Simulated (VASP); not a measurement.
Band structure of Ru (hcp). These are vdW-DF-cx, VASP's PBE PAW potentials (set 64) (plane waves; VASP 6.6.1) values and carry that method's errors.

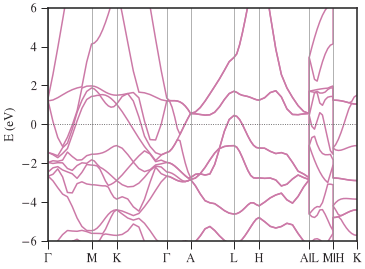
Figure. Bands along high-symmetry lines, zero at the valence-band maximum or, without a gap, the Fermi level

### Question
Read the plot: is there a gap, and where are the band edges?

### Answer
It has no gap at this level: it comes out as a metal or semimetal. (Edges off the drawn lines would not show.)

The compound is Ru in the hcp structure. It was relaxed first.
